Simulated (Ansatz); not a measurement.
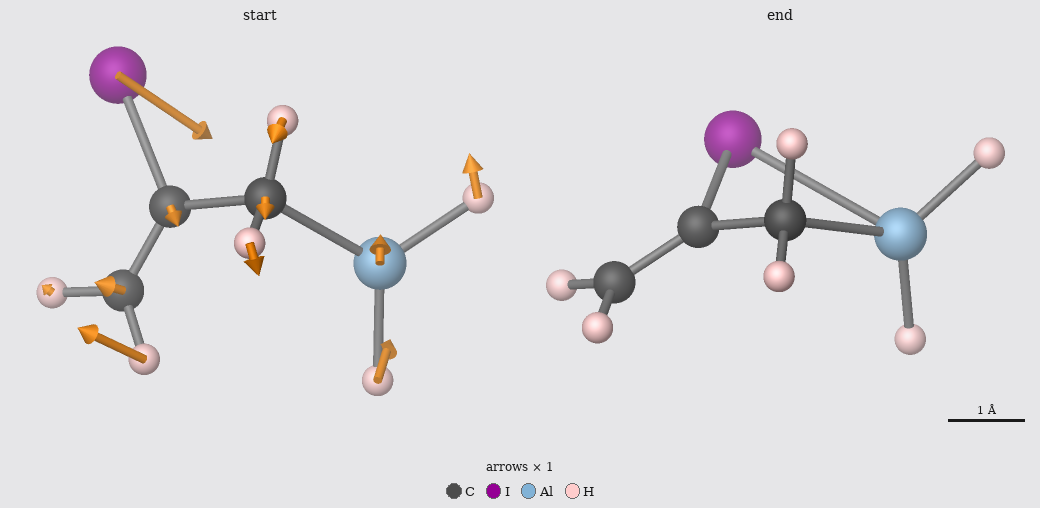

The structure of C$_{3}$H$_{6}$AlI (coarse preliminary run) before (left) and after (right) a relaxation, at one scale. The orange arrows give the displacements, at their true length.

A ball-and-stick model, seen face on.

The start comes from a force field.

Method: RKS PBE-D4/def2-SVP (Ansatz 0.2.0).

The input:
```yaml
crystal:
  periodic: [false, false, false]
  atoms:
    - {symbol: C, position_ang: [-1.553700, -0.049300, -0.759600]}
    - {symbol: C, position_ang: [-0.312200, 0.289600, -0.936100]}
    - {symbol: I, position_ang: [0.516000, 0.159100, -2.878900]}
    - {symbol: C, position_ang: [0.615500, 0.747600, 0.217400]}
    - {symbol: Al, position_ang: [1.043400, -0.816200, 1.372000]}
    - {symbol: H, position_ang: [-2.204800, -0.302600, -1.618500]}
    - {symbol: H, position_ang: [-2.042700, 0.064600, 0.210500]}
    - {symbol: H, position_ang: [1.523300, 1.198800, -0.164700]}
    - {symbol: H, position_ang: [0.012900, 1.524100, 0.860700]}
    - {symbol: H, position_ang: [2.578800, -1.208400, 1.591800]}
    - {symbol: H, position_ang: [-0.111300, -1.664300, 2.126100]}
basis:
  gaussian: {orbitals: def2-SVP}
hamiltonian: {xc: pbe, dispersion: d4}
relax: {f_tol: 0.03, max_steps: 200}
```

> Describe what moved and what it gained.

After 18 accepted moves (20 points after the start) the energy has fallen by 11.4 kcal/mol. The largest force component goes from 3.2 to 0.023 eV/Å. The line search rejected the trial steps at points 15, 19 of the run. The largest move after the best rigid fit is that of I3, 1.71 Å. Largest moves by element: I 1.71 Å, H 1.19 Å, C 0.50 Å, Al 0.46 Å. Among the contacts that change: I3–Al5 4.393 → 2.936 Å, C2–I3 2.116 → 2.212 Å, C2–C4 1.550 → 1.474 Å, C4–H9 1.175 → 1.110 Å. New bonds form: I3–Al5 (4.39 → 2.94 Å). Bond angles that change, for instance: C1–C2–C4 123.2° → 134.0°, I3–C2–C4 117.9° → 108.2°, Al5–C4–H9 108.2° → 117.7°. Groups turn about C2–C4 by about 55°.
